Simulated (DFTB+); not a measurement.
Geometry relaxation, with input and output: Zn2O2 (part 2 of 2)

The same run, continued: Zn2O2 ((ZnO)2 ring); DFTB2, R-SCC (DFTB+ 25.1). The geometry comes from this level: GFN2-xTB.

Geometry of the input (Å):
```
Zn 0.7770  0.6766  0.6508
O  0.1660  0.8305  -1.0618
Zn -0.7772  -0.6761  -0.6522
O  -0.1658  -0.8309  1.0632
```

What the program printed, continued
```
 iSCC Total electronic   Diff electronic      SCC error
    1   -0.15325493E+02    0.00000000E+00    0.52302584E-05
    2   -0.15325493E+02    0.30532432E-05    0.20302129E-05
    3   -0.15325493E+02   -0.27942093E-11    0.19231793E-06
    4   -0.15325493E+02   -0.58264504E-12    0.23729173E-07
    5   -0.15325493E+02   -0.10658141E-13    0.99120712E-12

Total Energy:                      -15.2427232715 H         -414.7756 eV
Extrapolated to 0K:                -15.2427232715 H         -414.7756 eV
Total Mermin free energy:          -15.2427232715 H         -414.7756 eV
Force related energy:              -15.2427232715 H         -414.7756 eV

total energy  -1.5242723E+01 H       energy change -2.9149891E-09 H
gradient norm  4.6938755E-05 H/a0    max. gradient  2.7537774E-05 H/a0
step length    5.6480972E-05 a0      max. step      3.2551311E-05 a0

--------------------------------------------------------------------------------

***  Geometry step: 13

 iSCC Total electronic   Diff electronic      SCC error
    1   -0.15325491E+02    0.00000000E+00    0.37882123E-05
    2   -0.15325491E+02    0.22879297E-05    0.14611944E-05
    3   -0.15325491E+02   -0.14512835E-11    0.14998632E-06
    4   -0.15325491E+02   -0.29842795E-12    0.18842364E-07
    5   -0.15325491E+02   -0.53290705E-14    0.53912430E-12

Total Energy:                      -15.2427232736 H         -414.7756 eV
Extrapolated to 0K:                -15.2427232736 H         -414.7756 eV
Total Mermin free energy:          -15.2427232736 H         -414.7756 eV
Force related energy:              -15.2427232736 H         -414.7756 eV

total energy  -1.5242723E+01 H       energy change -2.0287771E-09 H
gradient norm  3.9667579E-05 H/a0    max. gradient  2.3465454E-05 H/a0
step length    4.6938755E-05 a0      max. step      2.7537774E-05 a0

--------------------------------------------------------------------------------

***  Geometry step: 14

 iSCC Total electronic   Diff electronic      SCC error
    1   -0.15325489E+02    0.00000000E+00    0.27144496E-05
    2   -0.15325489E+02    0.17157792E-05    0.10386668E-05
    3   -0.15325489E+02   -0.73008266E-12    0.11724890E-06
    4   -0.15325489E+02   -0.15099033E-12    0.14966830E-07
    5   -0.15325489E+02   -0.17763568E-14    0.29842795E-12

Total Energy:                      -15.2427232750 H         -414.7756 eV
Extrapolated to 0K:                -15.2427232750 H         -414.7756 eV
Total Mermin free energy:          -15.2427232750 H         -414.7756 eV
Force related energy:              -15.2427232750 H         -414.7756 eV

total energy  -1.5242723E+01 H       energy change -1.4596715E-09 H
gradient norm  3.4056268E-05 H/a0    max. gradient  2.0134613E-05 H/a0
step length    3.9667579E-05 a0      max. step      2.3465454E-05 a0

--------------------------------------------------------------------------------

***  Geometry step: 15

 iSCC Total electronic   Diff electronic      SCC error
    1   -0.15325488E+02    0.00000000E+00    0.19163068E-05
    2   -0.15325488E+02    0.12879588E-05    0.72554555E-06
    3   -0.15325488E+02   -0.36592951E-12    0.91916507E-07
    4   -0.15325488E+02   -0.65725203E-13    0.11893082E-07
    5   -0.15325488E+02   -0.71054274E-14    0.20072832E-12

Total Energy:                      -15.2427232761 H         -414.7756 eV
Extrapolated to 0K:                -15.2427232761 H         -414.7756 eV
Total Mermin free energy:          -15.2427232761 H         -414.7756 eV
Force related energy:              -15.2427232761 H         -414.7756 eV

total energy  -1.5242723E+01 H       energy change -1.0832508E-09 H
gradient norm  2.9658344E-05 H/a0    max. gradient  1.7391114E-05 H/a0
step length    3.4056268E-05 a0      max. step      2.0134613E-05 a0

--------------------------------------------------------------------------------

***  Geometry step: 16

 iSCC Total electronic   Diff electronic      SCC error
    1   -0.15325487E+02    0.00000000E+00    0.13243857E-05
    2   -0.15325487E+02    0.96798762E-06    0.49410665E-06
    3   -0.15325487E+02   -0.17053026E-12    0.72269196E-07
    4   -0.15325487E+02   -0.31974423E-13    0.94567056E-08
    5   -0.15325487E+02    0.17763568E-14    0.45297099E-12

Total Energy:                      -15.2427232769 H         -414.7756 eV
Extrapolated to 0K:                -15.2427232769 H         -414.7756 eV
Total Mermin free energy:          -15.2427232769 H         -414.7756 eV
Force related energy:              -15.2427232769 H         -414.7756 eV

total energy  -1.5242723E+01 H       energy change -8.2648199E-10 H
gradient norm  2.6151142E-05 H/a0    max. gradient  1.5115544E-05 H/a0
step length    2.9658344E-05 a0      max. step      1.7391114E-05 a0

--------------------------------------------------------------------------------

***  Geometry step: 17

 iSCC Total electronic   Diff electronic      SCC error
    1   -0.15325486E+02    0.00000000E+00    0.88670501E-06
    2   -0.15325486E+02    0.72861059E-06    0.32362276E-06
    3   -0.15325486E+02   -0.72830630E-13    0.56883844E-07
    4   -0.15325486E+02   -0.15987212E-13    0.75272997E-08
    5   -0.15325486E+02    0.71054274E-14    0.28066438E-12

Total Energy:                      -15.2427232776 H         -414.7756 eV
Extrapolated to 0K:                -15.2427232776 H         -414.7756 eV
Total Mermin free energy:          -15.2427232776 H         -414.7756 eV
Force related energy:              -15.2427232776 H         -414.7756 eV

total energy  -1.5242723E+01 H       energy change -6.4590999E-10 H
gradient norm  2.3303459E-05 H/a0    max. gradient  1.3215008E-05 H/a0
step length    2.6151142E-05 a0      max. step      1.5115544E-05 a0

--------------------------------------------------------------------------------

***  Geometry step: 18

 iSCC Total electronic   Diff electronic      SCC error
    1   -0.15325486E+02    0.00000000E+00    0.56432781E-06
    2   -0.15325486E+02    0.54946505E-06    0.19859793E-06
    3   -0.15325486E+02   -0.30198066E-13    0.44325716E-07
    4   -0.15325486E+02   -0.88817842E-14    0.60048908E-08
    5   -0.15325486E+02    0.17763568E-14    0.40856207E-13

Total Energy:                      -15.2427232781 H         -414.7756 eV
Extrapolated to 0K:                -15.2427232781 H         -414.7756 eV
Total Mermin free energy:          -15.2427232781 H         -414.7756 eV
Force related energy:              -15.2427232781 H         -414.7756 eV

total energy  -1.5242723E+01 H       energy change -5.1513993E-10 H
gradient norm  2.0950361E-05 H/a0    max. gradient  1.1616913E-05 H/a0
step length    2.3303459E-05 a0      max. step      1.3215008E-05 a0

--------------------------------------------------------------------------------

***  Geometry step: 19

 iSCC Total electronic   Diff electronic      SCC error
    1   -0.15325485E+02    0.00000000E+00    0.32808829E-06
    2   -0.15325485E+02    0.41533685E-06    0.10744782E-06
    3   -0.15325485E+02   -0.71054274E-14    0.32111572E-07
    4   -0.15325485E+02   -0.17763568E-14    0.48151527E-08
    5   -0.15325485E+02    0.35527137E-14    0.27000624E-12

Total Energy:                      -15.2427232785 H         -414.7756 eV
Extrapolated to 0K:                -15.2427232785 H         -414.7756 eV
Total Mermin free energy:          -15.2427232785 H         -414.7756 eV
Force related energy:              -15.2427232785 H         -414.7756 eV

total energy  -1.5242723E+01 H       energy change -4.1788439E-10 H
gradient norm  1.8974061E-05 H/a0    max. gradient  1.0264267E-05 H/a0
step length    2.0950361E-05 a0      max. step      1.1616913E-05 a0

--------------------------------------------------------------------------------

***  Geometry step: 20

 iSCC Total electronic   Diff electronic      SCC error
    1   -0.15325485E+02    0.00000000E+00    0.15614040E-06
    2   -0.15325485E+02    0.31485821E-06    0.41513216E-07
    3   -0.15325485E+02   -0.53290705E-14    0.20385643E-07
    4   -0.15325485E+02    0.17763568E-14    0.38879833E-08
    5   -0.15325485E+02    0.00000000E+00    0.68567374E-12

Total Energy:                      -15.2427232788 H         -414.7756 eV
Extrapolated to 0K:                -15.2427232788 H         -414.7756 eV
Total Mermin free energy:          -15.2427232788 H         -414.7756 eV
Force related energy:              -15.2427232788 H         -414.7756 eV

total energy  -1.5242723E+01 H       energy change -3.4380498E-10 H
gradient norm  1.7289901E-05 H/a0    max. gradient  9.1120909E-06 H/a0
step length    1.8974061E-05 a0      max. step      1.0264267E-05 a0

Geometry converged

--------------------------------------------------------------------------------
--------------------------------------------------------------------------------
SCC                                    +       0.07 ( 86.6%)       0.21 ( 94.7%)
--------------------------------------------------------------------------------
Missing                                +       0.01 ( 13.4%)       0.01 (  5.3%)
Total                                  =       0.08 (100.0%)       0.23 (100.0%)
--------------------------------------------------------------------------------
```

Trajectory as extended XYZ (Å, eV, eV/Å), 21 frames, from step=0 to step=20
```
4
Properties=species:S:1:pos:R:3 step=0 energy=-414.41249
Zn    0.7770    0.6766    0.6508
O     0.1660    0.8305   -1.0618
Zn   -0.7772   -0.6761   -0.6522
O    -0.1658   -0.8309    1.0632
4
Properties=species:S:1:pos:R:3 step=1 energy=-414.61330
Zn    0.7895    0.6874    0.6613
O     0.1697    0.8491   -1.0857
Zn   -0.7896   -0.6871   -0.6622
O    -0.1696   -0.8494    1.0865
4
Properties=species:S:1:pos:R:3 step=2 energy=-414.74747
Zn    0.8056    0.7014    0.6749
O     0.1755    0.8778   -1.1221
Zn   -0.8057   -0.7013   -0.6751
O    -0.1755   -0.8778    1.1224
4
Properties=species:S:1:pos:R:3 step=3 energy=-414.75917
Zn    0.8089    0.7043    0.6777
O     0.1775    0.8880   -1.1351
Zn   -0.8089   -0.7043   -0.6777
O    -0.1775   -0.8879    1.1351
4
Properties=species:S:1:pos:R:3 step=4 energy=-414.76207
Zn    0.8083    0.7037    0.6771
O     0.1785    0.8927   -1.1412
Zn   -0.8083   -0.7037   -0.6771
O    -0.1785   -0.8927    1.1412
4
Properties=species:S:1:pos:R:3 step=5 energy=-414.76630
Zn    0.8043    0.7002    0.6737
O     0.1799    0.8996   -1.1499
Zn   -0.8042   -0.7003   -0.6736
O    -0.1799   -0.8996    1.1498
4
Properties=species:S:1:pos:R:3 step=6 energy=-414.77144
Zn    0.7954    0.6925    0.6662
O     0.1815    0.9076   -1.1600
Zn   -0.7954   -0.6926   -0.6661
O    -0.1815   -0.9076    1.1599
4
Properties=species:S:1:pos:R:3 step=7 energy=-414.77475
Zn    0.7860    0.6844    0.6583
O     0.1823    0.9116   -1.1650
Zn   -0.7860   -0.6844   -0.6582
O    -0.1823   -0.9116    1.1649
4
Properties=species:S:1:pos:R:3 step=8 energy=-414.77558
Zn    0.7822    0.6811    0.6551
O     0.1821    0.9109   -1.1640
Zn   -0.7822   -0.6811   -0.6551
O    -0.1821   -0.9109    1.1640
4
Properties=species:S:1:pos:R:3 step=9 energy=-414.77563
Zn    0.7822    0.6811    0.6551
O     0.1819    0.9099   -1.1628
Zn   -0.7822   -0.6811   -0.6551
O    -0.1819   -0.9099    1.1628
4
Properties=species:S:1:pos:R:3 step=10 energy=-414.77563
Zn    0.7823    0.6812    0.6552
O     0.1818    0.9097   -1.1625
Zn   -0.7823   -0.6812   -0.6552
O    -0.1819   -0.9097    1.1625
4
Properties=species:S:1:pos:R:3 step=11 energy=-414.77563
Zn    0.7824    0.6812    0.6552
O     0.1818    0.9097   -1.1626
Zn   -0.7823   -0.6812   -0.6552
O    -0.1818   -0.9097    1.1626
4
Properties=species:S:1:pos:R:3 step=12 energy=-414.77563
Zn    0.7824    0.6812    0.6553
O     0.1818    0.9097   -1.1626
Zn   -0.7824   -0.6812   -0.6552
O    -0.1818   -0.9097    1.1626
4
Properties=species:S:1:pos:R:3 step=13 energy=-414.77563
Zn    0.7824    0.6812    0.6553
O     0.1818    0.9097   -1.1626
Zn   -0.7824   -0.6812   -0.6552
O    -0.1818   -0.9097    1.1626
4
Properties=species:S:1:pos:R:3 step=14 energy=-414.77563
Zn    0.7824    0.6812    0.6553
O     0.1818    0.9097   -1.1626
Zn   -0.7824   -0.6812   -0.6553
O    -0.1818   -0.9097    1.1626
4
Properties=species:S:1:pos:R:3 step=15 energy=-414.77563
Zn    0.7824    0.6812    0.6553
O     0.1818    0.9097   -1.1626
Zn   -0.7824   -0.6812   -0.6553
O    -0.1818   -0.9097    1.1626
4
Properties=species:S:1:pos:R:3 step=16 energy=-414.77563
Zn    0.7824    0.6812    0.6553
O     0.1818    0.9097   -1.1626
Zn   -0.7824   -0.6812   -0.6553
O    -0.1818   -0.9097    1.1626
4
Properties=species:S:1:pos:R:3 step=17 energy=-414.77563
Zn    0.7824    0.6812    0.6553
O     0.1818    0.9097   -1.1626
Zn   -0.7824   -0.6812   -0.6553
O    -0.1818   -0.9097    1.1626
4
Properties=species:S:1:pos:R:3 step=18 energy=-414.77563
Zn    0.7824    0.6812    0.6553
O     0.1818    0.9097   -1.1626
Zn   -0.7824   -0.6812   -0.6553
O    -0.1818   -0.9097    1.1626
4
Properties=species:S:1:pos:R:3 step=19 energy=-414.77563
Zn    0.7824    0.6812    0.6553
O     0.1818    0.9097   -1.1626
Zn   -0.7824   -0.6812   -0.6553
O    -0.1818   -0.9097    1.1626
4
Properties=species:S:1:pos:R:3 step=20 energy=-414.77563
Zn    0.7824    0.6812    0.6553
O     0.1818    0.9097   -1.1626
Zn   -0.7824   -0.6812   -0.6553
O    -0.1818   -0.9097    1.1626
```

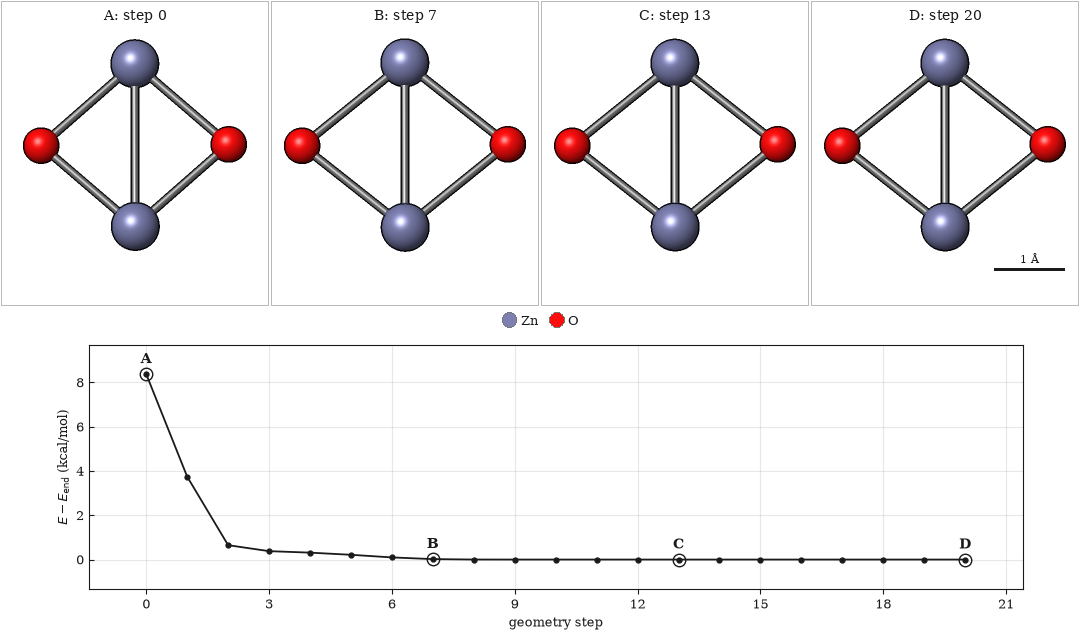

*Frames of the relaxation (ball-and-stick view, seen at a tilt) above the curves, on which the letters mark them (steps are counted from 0).*

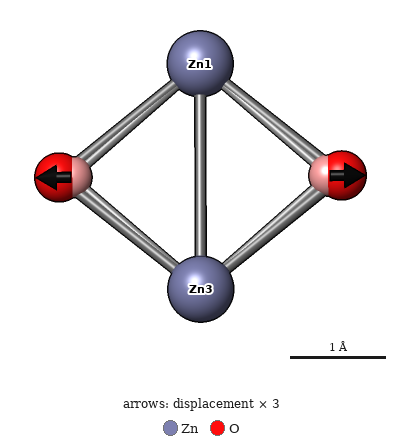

*Start (faint) and end (solid) with the displacements as black arrows, magnified 3 times (ball-and-stick view, seen at a tilt). The two geometries are laid on each other by the best rigid fit.*

Over 20 geometry steps the energy falls by 8.37 kcal/mol. The largest moves after the best rigid fit, 0.13 Å, are those of O2 and O4. Largest moves by element: O 0.13 Å, Zn 0.01 Å. Among the contacts that change: O2–Zn3 1.824 → 1.928 Å, Zn1–O4 1.825 → 1.928 Å, Zn1–Zn3 2.438 → 2.454 Å. Among the angles that change: O2–Zn1–O4 96.2° → 101.0°, Zn1–O4–Zn3 83.7° → 79.0°, O2–Zn1–Zn3 48.1° → 50.5°. (Atoms are counted from 1 in the order of the input.)

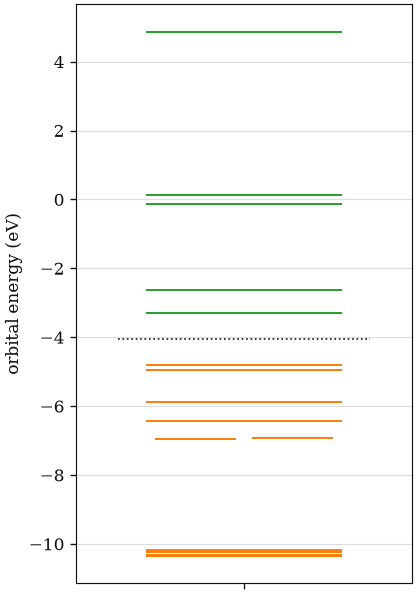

*Orbital energies near the frontier; the dotted line parts filled from empty levels, and levels within 0.02 eV of each other stand side by side.*

Highest filled −4.81 eV, lowest empty −3.30 eV, 1.51 eV apart.

Key numbers

| quantity | value |
| --- | --- |
| outcome | converged |
| total energy | −15.242723 hartree |
| basis functions | 26 |
| largest force | 0.001 eV/Å |
| HOMO | −4.81 eV |
| LUMO | −3.30 eV |
| dipole moment | 0.00 D |
| peak memory | 0.069 GiB |
